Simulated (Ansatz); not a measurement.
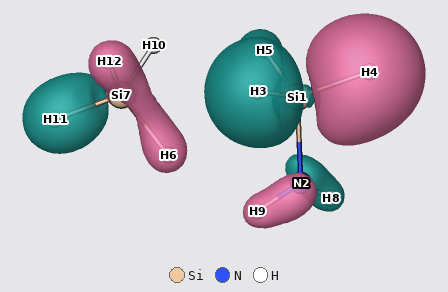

Figure 1: H5NSi···SiH4. The HOMO−1 at ±0.1 Å⁻³ᐟ² (teal and pink are the two phases), seen at a tilt.

The calculation used RKS PBE0-D4/def2-SVP (Ansatz).

Input file:

```
crystal:
  periodic: [false, false, false]
  atoms:
    - { symbol: Si, position_ang: [-1.337687, 0.267014, 0.896749] }
    - { symbol: "N", position_ang: [-0.553246, -1.292223, 1.25338] }
    - { symbol: H, position_ang: [-2.246837, 0.029412, -0.262882] }
    - { symbol: H, position_ang: [-2.124983, 0.713929, 2.086187] }
    - { symbol: H, position_ang: [-0.409907, 1.397374, 0.551532] }
    - { symbol: H, position_ang: [0.884764, -0.590529, -0.443522] }
    - { symbol: Si, position_ang: [1.360812, 0.416376, -1.372379] }
    - { symbol: H, position_ang: [0.214104, -1.320884, 1.919162] }
    - { symbol: H, position_ang: [-0.391216, -1.927941, 0.479638] }
    - { symbol: H, position_ang: [2.009943, 1.535757, -0.623528] }
    - { symbol: H, position_ang: [2.370331, -0.179738, -2.302643] }
    - { symbol: H, position_ang: [0.224021, 0.951455, -2.181795] }
basis:
  gaussian: { orbitals: def2-SVP }
hamiltonian:
  xc: pbe0
  dispersion: d4
relax:
  f_tol: 0.03
  max_steps: 50
output:
  orbitals: {}
```

Command:

```sh
ansatz run input.yaml --threads 2 --pin off --max-ram 3072MiB --backend cpu --events-out ev --progress --plain --runs-dir out
```

The fields are those of the run's last geometry, not of the input's.

Describe this orbital and give its energy.

Answer. By Hirshfeld shares it lies mainly on Si1 (about 35 %), H4 (about 30 %) and H3 (about 15 %). Its energy is −9.43 eV.
